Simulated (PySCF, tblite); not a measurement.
**C₄H₁₂FNSi₂: geometry, infrared bands and NMR shifts**

What infrared bands and NMR shifts should C₄H₁₂FNSi₂ (`CC1(C)NC[Si@@H](F)[SiH2]1`) show?

Computed with tblite 0.8.0 and PySCF 2.14.0, with density-fitted response routines of our own, on a single molecule in the gas phase. Atoms are numbered from 0 throughout.

### Step 1. The starting structure

20 atoms, charge 0, multiplicity 1; geometry from: force field or distance geometry start.

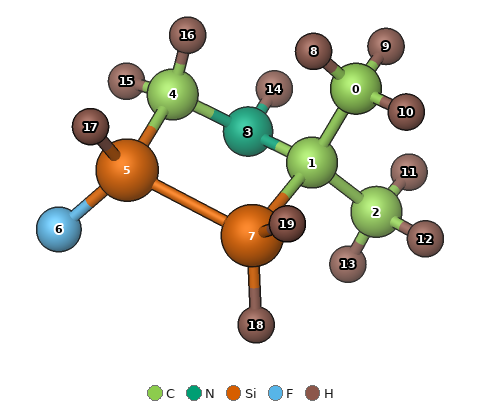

The starting geometry (carbon green, nitrogen teal, silicon orange, fluorine blue, hydrogen brown), atoms numbered.

### Step 2. Relaxing the molecule with GFN2-xTB

What the job is given:

```
{"job": {"kind": "relax", "xc": "GFN2-xTB", "basis": "xTB"}, "charge": 0, "multiplicity": 1}
C     -1.251500    -0.913200     0.912800
C     -0.658600    -0.052100    -0.229900
C     -1.727000     0.185300    -1.288100
N      0.471700    -0.756700    -0.891000
C      1.699400    -0.862400    -0.062600
Si     2.198200     0.837300     0.560100
F      3.205700     1.546700    -0.473600
Si     0.067000     1.661000     0.454200
H     -0.543900    -1.101700     1.726800
H     -1.601900    -1.884100     0.541100
H     -2.132600    -0.413400     1.357100
H     -2.122400    -0.760600    -1.691000
H     -2.594400     0.740700    -0.866600
H     -1.345900     0.772100    -2.138800
H      0.176000    -1.688000    -1.177500
H      2.501600    -1.272600    -0.675800
H      1.549500    -1.547700     0.770000
H      2.793100     0.783400     1.930400
H     -0.142900     2.753000    -0.538500
H     -0.546100     1.983600     1.777700
```

The run is started by

```
$ OMP_NUM_THREADS=1 python probes_run.py task.json out
```

One launch serves the whole session: the jobs run in the order shown.

Standard output:

```text
step      E/eV     max force
  0    -702.78671    1.157
  1    -702.85377    0.559
  2    -702.88789    0.408
  3    -702.91325    0.423
  4    -702.93736    0.406
  5    -702.95029    0.313
  6    -702.96059    0.253
  7    -702.96948    0.291
  8    -702.97825    0.259
  9    -702.98578    0.190
 10    -702.99103    0.129
 11    -702.99438    0.130
 12    -702.99661    0.118
 13    -702.99836    0.098
 14    -702.99992    0.092
 15    -703.00121    0.083
 16    -703.00219    0.078
 17    -703.00290    0.059
 18    -703.00343    0.045
 19    -703.00388    0.046
 20    -703.00434    0.051
 21    -703.00486    0.062
 22    -703.00545    0.068
 23    -703.00599    0.063
 24    -703.00637    0.041
 25    -703.00662    0.031
 26    -703.00681    0.036
 27    -703.00699    0.036
 28    -703.00716    0.036
 29    -703.00736    0.031
 30    -703.00759    0.035
 31    -703.00785    0.039
 32    -703.00807    0.036
 33    -703.00823    0.032
 34    -703.00836    0.027
 35    -703.00849    0.035
 36    -703.00866    0.032
 37    -703.00884    0.041
 38    -703.00902    0.045
 39    -703.00919    0.039
 40    -703.00936    0.034
 41    -703.00952    0.033
 42    -703.00971    0.045
 43    -703.00994    0.043
 44    -703.01023    0.047
 45    -703.01052    0.049
 46    -703.01080    0.042
 47    -703.01105    0.057
 48    -703.01131    0.053
 49    -703.01160    0.051
 50    -703.01189    0.054
 51    -703.01220    0.047
 52    -703.01254    0.048
 53    -703.01290    0.046
 54    -703.01321    0.043
 55    -703.01339    0.030
 56    -703.01351    0.024
 57    -703.01363    0.026
 58    -703.01379    0.039
 59    -703.01401    0.046
 60    -703.01426    0.042
 61    -703.01450    0.034
 62    -703.01470    0.031
 63    -703.01486    0.026
 64    -703.01500    0.026
 65    -703.01512    0.023
 66    -703.01522    0.022
 67    -703.01530    0.020
 68    -703.01537    0.016
 69    -703.01542    0.014
 70    -703.01546    0.017
 71    -703.01551    0.021
 72    -703.01557    0.022
 73    -703.01564    0.022
 74    -703.01573    0.021
 75    -703.01582    0.024
 76    -703.01592    0.024
 77    -703.01600    0.017
 78    -703.01607    0.018
 79    -703.01614    0.019
 80    -703.01621    0.019
 81    -703.01631    0.022
 82    -703.01642    0.020
 83    -703.01653    0.022
 84    -703.01660    0.018
 85    -703.01664    0.015
 86    -703.01667    0.014
 87    -703.01670    0.011
 88    -703.01673    0.012
 89    -703.01677    0.016
 90    -703.01681    0.015
 91    -703.01685    0.013
 92    -703.01689    0.013
 93    -703.01692    0.010
 94    -703.01694    0.009
```

Wall time 0.77 s (1 thread of Arm Neoverse V1, shared host).

The steps of the relaxation: (not every step is listed)

```tsv
step	energy from step 0 (eV)	largest force (eV/Å)
0	0.0000	1.1573
1	-0.0671	0.5588
2	-0.1012	0.4078
3	-0.1265	0.4229
4	-0.1507	0.4056
5	-0.1636	0.3131
6	-0.1739	0.2534
7	-0.1828	0.2907
8	-0.1915	0.2594
16	-0.2155	0.0782
24	-0.2197	0.0411
32	-0.2214	0.0357
40	-0.2227	0.0338
48	-0.2246	0.0534
56	-0.2268	0.0243
64	-0.2283	0.0262
72	-0.2289	0.0220
80	-0.2295	0.0189
88	-0.2300	0.0123
89	-0.2301	0.0164
90	-0.2301	0.0149
91	-0.2301	0.0128
92	-0.2302	0.0132
93	-0.2302	0.0100
94	-0.2302	0.0090
```

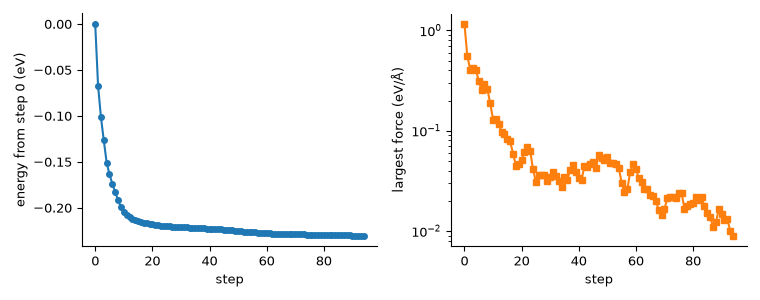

Energy and largest force along the relaxation.

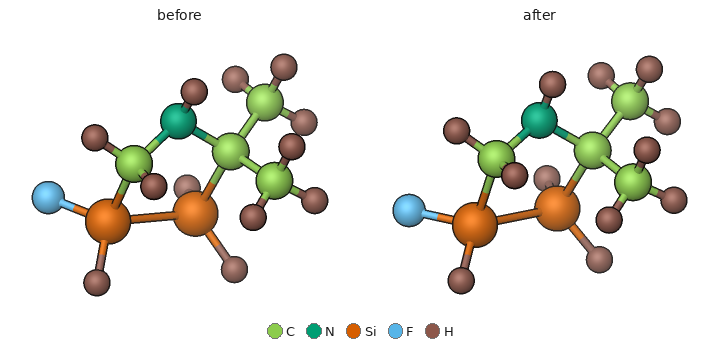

Before and after, at one scale.

Distances of close pairs at the start and the end, largest changes first:

```tsv
bond	before (Å)	after (Å)	change (Å)
C1–Si7	1.982	1.937	-0.045
C4–Si5	1.878	1.917	+0.039
Si5–H17	1.495	1.461	-0.034
N3–C4	1.485	1.457	-0.028
C2–H12	1.113	1.087	-0.026
Si7–H18	1.491	1.467	-0.024
Si7–H19	1.494	1.470	-0.024
C1–N3	1.487	1.464	-0.023
```

The next job starts from the end point, and lists it.

### Step 3. Harmonic vibrations with GFN2-xTB

What the job is given:

```
{"job": {"kind": "ir", "xc": "GFN2-xTB", "basis": "xTB"}, "charge": 0, "multiplicity": 1}
C     -1.178314    -0.862885     0.960899
C     -0.665653    -0.023715    -0.217372
C     -1.787262     0.131102    -1.241577
N      0.467968    -0.636667    -0.911466
C      1.670506    -0.875425    -0.124268
Si     2.126672     0.782159     0.724058
F      3.320413     1.488273    -0.118074
Si     0.039158     1.680773     0.374278
H     -0.431254    -0.936236     1.749919
H     -1.432058    -1.872847     0.633400
H     -2.071822    -0.407022     1.380568
H     -2.163578    -0.843859    -1.555237
H     -2.614666     0.695943    -0.819319
H     -1.418896     0.653386    -2.120689
H      0.174095    -1.487351    -1.383605
H      2.453021    -1.194943    -0.816907
H      1.550253    -1.687710     0.610039
H      2.784390     0.569229     2.011210
H     -0.125644     2.677941    -0.688626
H     -0.702477     2.160533     1.549730
```

Standard output:

```text
mode    cm-1     km/mol
  1      48.6      1.00
  2     135.1      6.67
  3     145.7      2.23
  4     203.0      1.94
  5     208.3      3.59
  6     233.5      3.35
  7     259.4      3.73
  8     263.8      5.62
  9     319.3     12.88
 10     363.2     11.85
 11     376.8     13.13
 12     413.0     36.59
 13     463.5      6.85
 14     492.7     34.50
 15     538.4     44.23
 16     565.1    312.43
 17     593.0      1.27
 18     645.7    205.59
 19     666.8     63.39
 20     699.9     38.64
 21     759.6     48.98
 22     777.8    210.65
 23     796.7    149.58
 24     823.0    108.57
 25     916.8     15.72
 26     941.4      1.40
 27     959.8      5.97
 28    1007.1      4.49
 29    1107.5      2.01
 30    1147.3      1.47
 31    1157.7     11.15
 32    1194.5     22.32
 33    1206.3     21.46
 34    1268.9      6.16
 35    1381.5      7.34
 36    1399.7      4.65
 37    1415.7      1.60
 38    1485.3      1.09
 39    1496.2      0.68
 40    1500.1      1.91
 41    1508.1      1.69
 42    1514.9      1.59
 43    2188.5    344.95
 44    2218.9    179.96
 45    2254.9    422.79
 46    2819.7     84.91
 47    2957.6     37.66
 48    2979.8      8.65
 49    2985.3     93.14
 50    3011.8     43.24
 51    3030.2      0.84
 52    3035.3     56.93
 53    3041.0     23.85
 54    3330.9     27.98
```

Wall time 0.88 s (1 thread of Arm Neoverse V1, shared host).

The strongest bands and the atoms that carry them (share of the mass-weighted mode):

```tsv
cm⁻¹	km/mol	atoms
565	312.4	H17 45 %, H18 24 %
646	205.6	H17 27 %, C4 15 %
778	210.7	H19 38 %, H18 36 %
797	149.6	F6 19 %, H14 17 %, Si5 14 %, N3 11 %
823	108.6	Si5 24 %, H16 18 %, F6 15 %, C4 13 %
2188	344.9	H19 95 %
2219	180.0	H18 92 %
2255	422.8	H17 93 %
```

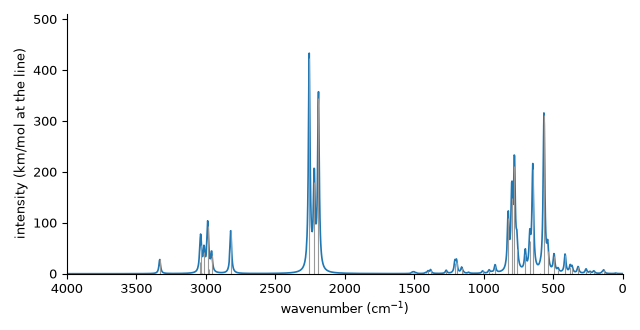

The infrared spectrum from these modes, unscaled. Lines are broadened to a width of 14 cm⁻¹ (Lorentzian).

### Step 4. Nuclear shieldings: PBE0/pcSseg-1

Same as in step 3 but for these lines:

```diff
@@ -1,2 +1,2 @@
-{"job": {"kind": "ir", "xc": "GFN2-xTB", "basis": "xTB"}, "charge": 0, "multiplicity": 1}
+{"job": {"kind": "nmr", "xc": "PBE0", "basis": "pcSseg-1"}, "charge": 0, "multiplicity": 1}
 C     -1.178314    -0.862885     0.960899
```

Level: GIAO PBE0/pcSseg-1 NMR shielding, non-relativistic, gas phase.

Standard output:

```text
coarse grid: 17184 points
cycle   1  E = -892.4832760272  dE =  7.263e-01  |g| = 6.623e-01  |ddm| = 3.969e+00
cycle   2  E = -892.4080953485  dE =  7.518e-02  |g| = 9.627e-01  |ddm| = 1.566e+00
cycle   3  E = -892.5707494035  dE = -1.627e-01  |g| = 8.927e-02  |ddm| = 1.001e+00
cycle   4  E = -892.5720794227  dE = -1.330e-03  |g| = 3.217e-02  |ddm| = 9.414e-02
cycle   5  E = -892.5722994803  dE = -2.201e-04  |g| = 6.614e-03  |ddm| = 3.289e-02
cycle   6  E = -892.5723090503  dE = -9.570e-06  |g| = 2.639e-03  |ddm| = 1.061e-02
final grid: 155744 points
cycle   7  E = -892.6231999474  dE = -4.065e-05  |g| = 1.071e-02  |ddm| = 3.563e-02
cycle   8  E = -892.6231727520  dE =  2.720e-05  |g| = 1.482e-02  |ddm| = 2.683e-02
cycle   9  E = -892.6232294621  dE = -5.671e-05  |g| = 1.169e-03  |ddm| = 1.651e-02
cycle  10  E = -892.6232297367  dE = -2.745e-07  |g| = 3.064e-04  |ddm| = 1.277e-03
cycle  11  E = -892.6232297547  dE = -1.803e-08  |g| = 6.583e-05  |ddm| = 2.899e-04
cycle  12  E = -892.6232297554  dE = -7.376e-10  |g| = 3.019e-05  |ddm| = 7.955e-05
converged SCF energy = -892.6232297554

GIAO shielding tensors (ppm)
atom      isotropic    diamagn.    paramagn.     s11        s22        s33       span
  0 C      158.157     249.379     -91.222    128.479    160.226    185.768     57.289
  1 C      133.706     248.853    -115.147    112.085    125.826    163.208     51.124
  2 C      154.775     246.567     -91.792    134.444    143.891    185.990     51.546
  3 N      194.124     322.337    -128.214    141.096    182.811    258.464    117.369
  4 C      144.217     251.452    -107.235    130.903    133.938    167.810     36.907
  5 Si     303.641     876.649    -573.007    226.516    305.208    379.200    152.684
  6 F      407.132     463.893     -56.760    367.836    390.998    462.562     94.725
  7 Si     419.060     882.394    -463.334    374.659    408.207    474.314     99.654
  8 H       30.323      32.207      -1.884     25.926     29.793     35.250      9.324
  9 H       31.339      32.062      -0.723     27.806     28.405     37.806     10.000
 10 H       30.604      31.604      -1.000     26.722     28.261     36.830     10.108
 11 H       30.538      31.228      -0.691     26.917     28.311     36.385      9.469
 12 H       30.096      30.427      -0.331     25.896     27.816     36.577     10.680
 13 H       30.033      30.913      -0.880     25.951     27.875     36.273     10.323
 14 H       31.515      36.039      -4.524     21.865     32.286     40.396     18.531
 15 H       28.464      29.520      -1.056     24.020     26.594     34.779     10.759
 16 H       28.856      31.365      -2.510     23.390     27.738     35.439     12.049
 17 H       25.726      28.186      -2.460     21.941     25.045     30.191      8.250
 18 H       27.957      30.270      -2.313     24.254     25.939     33.678      9.424
 19 H       28.285      30.168      -1.882     24.502     26.540     33.814      9.312
```

Wall time 52 s (1 thread of Arm Neoverse V1, shared host); peak memory 1 GiB.

The references, computed at this level on geometries of the same kind, shield at (ppm): 1H TMS 31.72, 13C TMS 186.9, 29Si TMS 349.2, 19F CFCl3 170.9, 15N NH3 267.7. Their shielding less the atom's gives the shift. The references are single molecules in the gas phase, so shifts against H2O, NH3, PH3, H3PO4 or CFCl3 are not on the usual liquid scales and can be off by tens of ppm. Atoms listed in one row are averaged.

```tsv
atoms	environment	σ (ppm)	δ (ppm)	δ scaled to CDCl3
C1	fully substituted sp3 carbon bonded to N and Si	133.7	53.2	50.0
C4	sp3 CH2 bonded to N and Si	144.2	42.7	39.8
C2	methyl carbon	154.8	32.2	29.5
C0	methyl carbon	158.2	28.8	26.2
H17	hydrogen on a silicon bonded to C, F, Si, in a 5-membered ring	25.73	5.99	–
H18	hydrogen on a silicon bonded to C, Si, in a 5-membered ring	27.96	3.76	–
H19	hydrogen on a silicon bonded to C, Si, in a 5-membered ring	28.29	3.43	–
H15	hydrogen on an sp3 CH2 bonded to N and Si	28.46	3.25	3.17
H16	hydrogen on an sp3 CH2 bonded to N and Si	28.86	2.86	2.80
H11, H12, H13	hydrogen on a methyl carbon	30.22	1.49	1.51
H8, H9, H10	hydrogen on a methyl carbon	30.76	0.96	1.01
H14	hydrogen on an amine nitrogen	31.52	0.20	–
N3	amine nitrogen	194.1	73.6	–
Si5	silicon bonded to C, F, Si, H, in a 5-membered ring	303.6	45.5	–
Si7	silicon bonded to C, Si, 2 H, in a 5-membered ring	419.1	-69.9	–
F6	fluorine bonded to Si	407.1	-236.2	–
```

The scaled column applies a straight-line fit of computed shieldings to shifts measured in CDCl3, and one for carbons that bear F (root-mean-square error 0.16 ppm for H, 1.9 ppm for C).

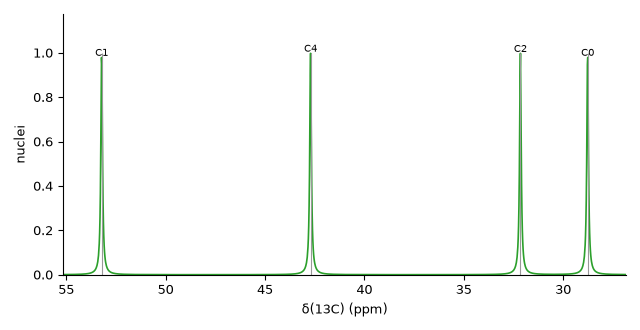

13C lines at the computed shifts, without couplings. Lines are broadened to a width of 0.10 ppm (Lorentzian).

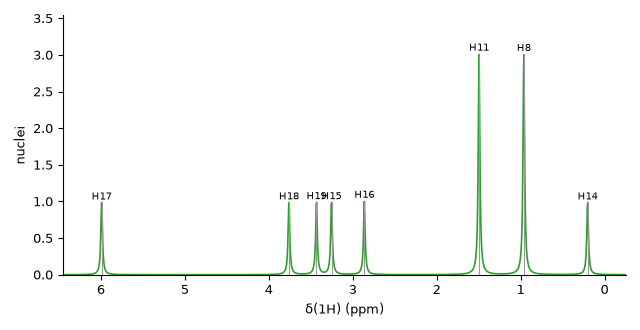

1H lines at the computed shifts, without couplings. Lines are broadened to a width of 0.02 ppm (Lorentzian).

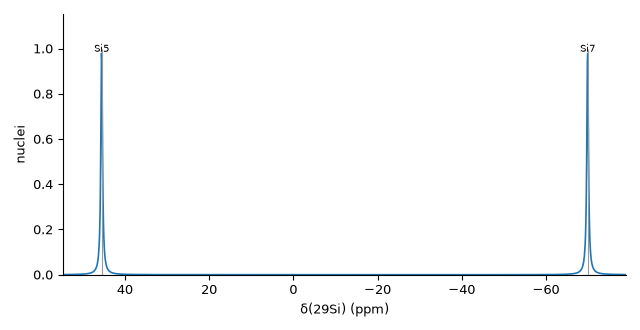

29Si lines at the computed shifts, without couplings. Lines are broadened to a width of 0.46 ppm (Lorentzian).

The run also stored atomic charges by several schemes (e):

```tsv
atoms	Mulliken	IAO	Hirshfeld	ESP fit
C0	-0.14	-0.43	-0.13	-0.54
C1	-0.55	-0.09	-0.02	0.50
C2	-0.16	-0.41	-0.12	-0.59
N3	-0.45	-0.42	-0.16	-0.72
C4	-0.33	-0.45	-0.12	-0.15
Si5	0.83	0.94	0.35	0.48
F6	-0.43	-0.54	-0.21	-0.29
Si7	0.30	0.39	0.23	0.13
```

Hirshfeld charges:

C0 -0.13; C1 -0.02; C2 -0.12; N3 -0.16; C4 -0.12; Si5 0.35; F6 -0.21; Si7 0.23; H8 0.03; H9 0.04; H10 0.04; H11 0.04; H12 0.04; H13 0.04; H14 0.10; H15 0.05; H16 0.02; H17 -0.08; H18 -0.06; H19 -0.08

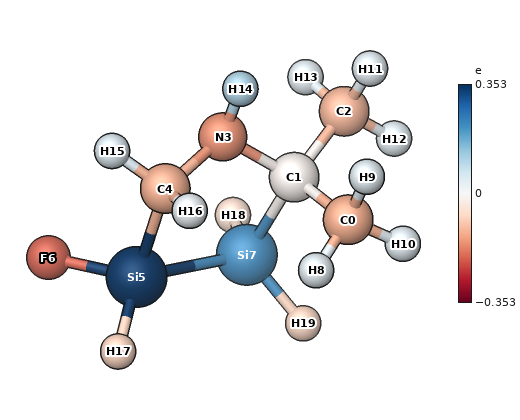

Hirshfeld charges, as colours on the atoms.

Mayer bond orders: C0–C1 0.99, C1–C2 1.04, C1–N3 0.95, N3–C4 0.97, C4–Si5 0.87, Si5–F6 0.92, Si5–Si7 0.91, Si7–C1 0.82.

Ring of atoms C1, N3, C4, Si5, Si7: NICS(0) -3.8, NICS(1) -2.9, NICS(1)zz -1.9 ppm (means of both faces).

The fields below are evaluated on a grid from the run's orbitals.

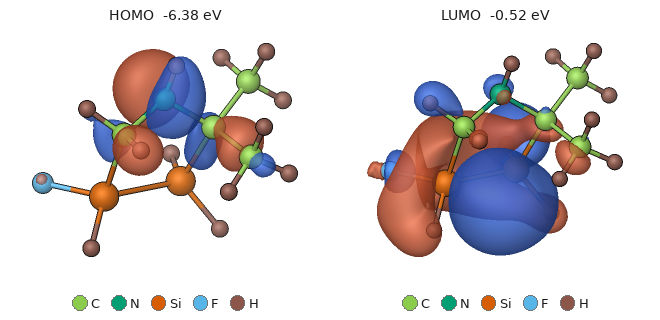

PBE0/pcSseg-1 orbitals near the gap, drawn at the value that encloses 70 % of each; the two colours are the two signs.

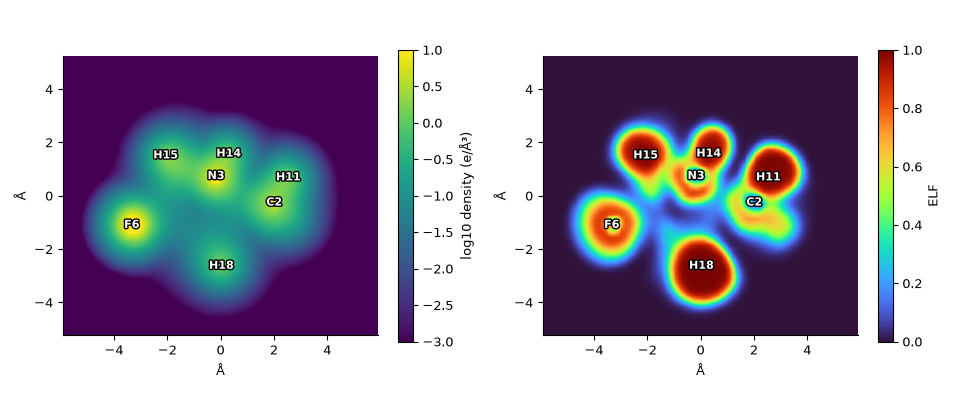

Density (left) and ELF (right) in a plane through or near 7 of the atoms.

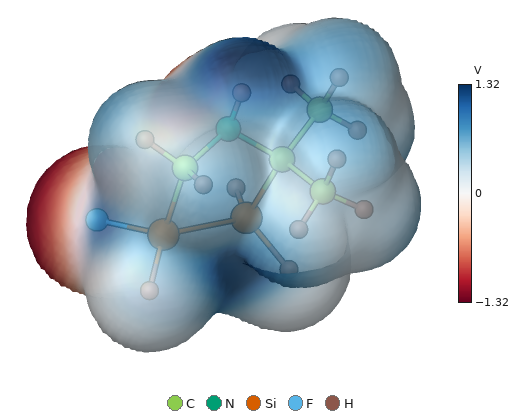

The potential that a unit positive charge feels on the 0.002 e/bohr³ surface, from -1.25 V near N3 to 1.32 V near H14.

### Step 5. Summary of results

| quantity | value |
| --- | --- |
| strongest single infrared mode (GFN2-xTB) | 2255 cm⁻¹, 423 km/mol |
| zero-point energy (GFN2-xTB) | 96.1 kcal/mol |
| 13C shifts against TMS (PBE0/pcSseg-1) | 53.2, 42.7, 32.2, 28.8 ppm |
| 1H shifts against TMS (PBE0/pcSseg-1, means over atoms taken as alike) | 5.99, 3.76, 3.43, 3.25, 2.86, 1.49, 0.96, 0.20 ppm |
| 15N shifts against NH3 (PBE0/pcSseg-1) | 73.6 ppm |
| 29Si shifts against TMS (PBE0/pcSseg-1) | 45.5, -69.9 ppm |
| 19F shifts against CFCl3 (PBE0/pcSseg-1) | -236.2 ppm |
| surface potential, least and greatest | -1.25 V and 1.32 V |

**Reading.** Relaxing lowered the energy by 0.230 eV in 94 steps; the close pair that moved most is C1–Si7, from 1.982 to 1.937 Å. All 54 modes are real, so the xTB geometry is a minimum. The strongest single mode, at 2255 cm⁻¹, moves mainly H17. GFN2-xTB is a fitted tight-binding method: band positions and strengths are rough. Its intensities can rank the bands wrongly. At PBE0/pcSseg-1: Shielding is most anisotropic at Si5 (span 153 ppm, paramagnetic term -573 ppm). By nearest atom (PBE0/pcSseg-1), the HOMO sits on N3 55 %; H14, H16 about 7 % each and the LUMO on Si5 26 %; Si7 14 %.
